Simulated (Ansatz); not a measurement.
# Fields on a plane of AlN (zinc blende)

```yaml
crystal:
  lattice:
    - [0.00000, 2.20161, 2.20161]
    - [2.20161, 0.00000, 2.20161]
    - [2.20161, 2.20161, 0.00000]
  atoms:
    - { symbol: N, position: [0.75000, 0.75000, 0.75000] }
    - { symbol: Al, position: [0.00000, 0.00000, 0.00000] }
```

The slice is a {100} plane (indices of the conventional cell) through the point (0.750, 0.750, 0.750) (fractional), spanned by u = [100] and v = [0 1 -1] in vectors of this cell: u (3.11 Å) and v (3.11 Å, at 90° to u). It covers one period; positions are fractions (u, v).

Atoms on it: N at (0.00, 0.00).

Calculation: PBE (plane waves to 420 eV, PAW, scalar-relativistic; Ansatz, a program for electronic structure). k mesh 13×13×13. These are valence fields of a PAW run, semicore shells included where kept as valence: close to a nucleus they are smooth pseudo fields. AlN was relaxed with its symmetry unable to fall.

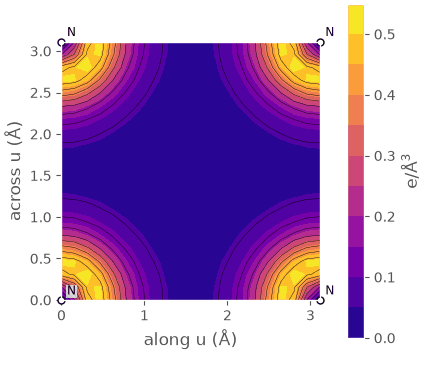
Density of the highest valence band (whole band, smooth part) in e/Å³, one period of the plane, atoms marked. 

```
|99987654322234567899|
|99987654322234567899|
|98876543222223456788|
|77765443211123445677|
|66654432111112344566|
|55544322110112234455|
|44433221100011223344|
|33322111000001112233|
|22221110000000111222|
|22221100000000011222|
|22221110000000111222|
|33322111000001112233|
|44433221100011223344|
|55544322110112234455|
|66654432111112344566|
|77765443211123445677|
|98876543222223456788|
|99987654322234567899|
|99987654322234567899|
|99997654322234567999|
```
Scale: ten equal steps from -1.26 (start of '0') to 0.56 (end of '9'), in the order '0123456789'. Values: log₁₀ of the valence density in e/Å³. The map has 20 points along u (one character each, u = 0 at the left) and 20 along v (v = 0 in the bottom row). The scale is logarithmic, as a density can span decades between atoms and voids.
